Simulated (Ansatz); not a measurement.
CH9NSi3 (SMILES [SiH3][SiH]1NC[SiH2]1)

Input

```
crystal:
  periodic: [false, false, false]
  atoms:
    - { symbol: Si, position_ang: [-1.4698, 1.0963, 1.2166] }
    - { symbol: Si, position_ang: [-0.135, 0.8564, -0.5752] }
    - { symbol: "N", position_ang: [-0.2845, -0.6135, -1.4488] }
    - { symbol: C, position_ang: [0.6695, -1.5205, -0.6277] }
    - { symbol: Si, position_ang: [1.7688, -0.1362, 0.0097] }
    - { symbol: H, position_ang: [-1.074, 2.2964, 2.0497] }
    - { symbol: H, position_ang: [-2.8827, 1.4115, 0.7548] }
    - { symbol: H, position_ang: [-1.5091, -0.0663, 2.0421] }
    - { symbol: H, position_ang: [-0.0489, 2.0022, -1.4991] }
    - { symbol: H, position_ang: [-1.2078, -0.9261, -1.5631] }
    - { symbol: H, position_ang: [1.1185, -2.2837, -1.1923] }
    - { symbol: H, position_ang: [0.0871, -2.0306, 0.2102] }
    - { symbol: H, position_ang: [2.0155, -0.22, 1.4683] }
    - { symbol: H, position_ang: [2.9395, 0.1047, -0.8164] }
basis:
  gaussian: { orbitals: def2-SVP }
hamiltonian:
  xc: b3lyp
  dispersion: d4
relax:
  f_tol: 0.015
  max_steps: 40
output:
  orbitals: {}
```

Run with:

```sh
ansatz run input.yaml --threads 2 --pin off --max-ram 3072MiB --backend cpu --events-out ev --progress --plain --runs-dir out
```

The fields are those of the run's last geometry, not of the input's.

Theory: RKS B3LYP-D4/def2-SVP in Ansatz 0.2.0.

### What can the converged electron density and electron localisation function tell about the bonding?

C–N (1.47 Å): the density is about 1.8 e/Å³ at the midpoint; the ELF peaks at about 0.90 between the atoms; a covalent bond.
Si–N (1.75 Å): ρ is about 1 e/Å³ halfway; the ELF peaks at about 0.90 between the atoms (a polar covalent bond).
C–Si (1.94 Å): ρ is about 0.89 e/Å³ halfway; the ELF peaks at about 0.95 between the atoms: a shared electron pair.
Si–Si (2.35 Å): ρ is about 0.59 e/Å³ halfway; the ELF peaks at about 0.95 between the atoms: a shared electron pair.

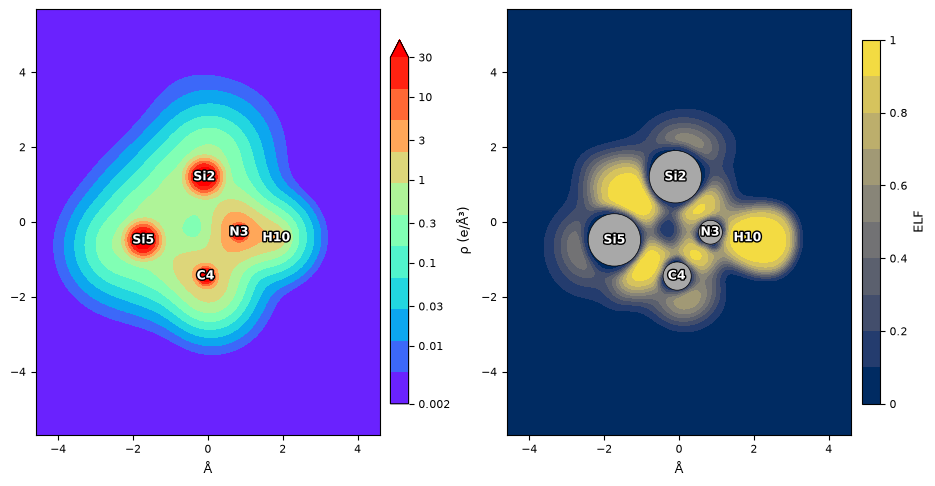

Computed electron density and electron localisation function on the plane of atoms Si2, N3 and C4, in this order. Grey discs cover the atomic cores in the ELF map. 
